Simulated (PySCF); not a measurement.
Consider C3H7FN4Si.

```xyz
16

C     2.7104   -0.6680   -0.0399
N     1.2809   -0.5550   -0.2215
Si    0.3864    0.8036    0.2947
N    -1.2801    0.2916    0.0350
C    -1.8589   -0.9416   -0.0806
N    -3.1445   -0.8599   -0.1873
N    -3.4825    0.4470   -0.1399
C    -2.3745    1.0929   -0.0062
F    -2.2464    2.4028    0.0864
H     3.2692   -0.2611   -0.8872
H     2.9875   -1.7149    0.0903
H     2.9951   -0.1171    0.8521
H     0.9647   -1.0852   -1.0215
H     0.5699    0.9632    1.7347
H     0.5126    2.0618   -0.4449
H    -1.2973   -1.8511   -0.0756
```

Geometry: GFN2-xTB.

Theory: PBE0/def2-SVPD, SCF density, gas phase in PySCF.

### Predict the electron density and electron localisation function between the atoms.

C–N (1.29 Å): the density is about 2.8 e/Å³ at the midpoint; the ELF peaks at about 0.90 between the atoms (localised, covalent bonding).
C–F (1.32 Å): the density is about 2.4 e/Å³ at the midpoint, with its minimum of 1.8 e/Å³ about 0.5 Å from C; the ELF peaks at about 0.85 between the atoms: a polar covalent bond.
N–N (1.35 Å): ρ at the midpoint is about 2.5 e/Å³; the ELF peaks at about 0.90 between the atoms: a covalent bond.
C–N (1.36 Å): the density is about 2.4 e/Å³ at the midpoint; the ELF peaks at about 0.90 between the atoms, as expected for localised, covalent bonding.

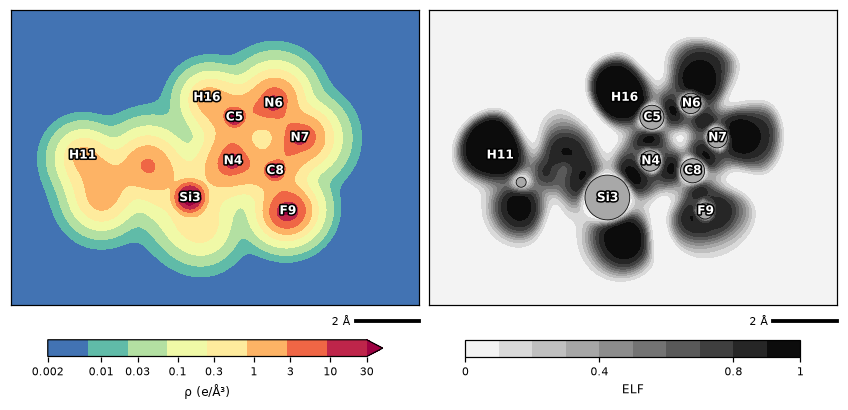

Computed electron density and electron localisation function on the plane of atoms N4, C8 and F9, in this order. Grey discs cover the atomic cores in the ELF map. 
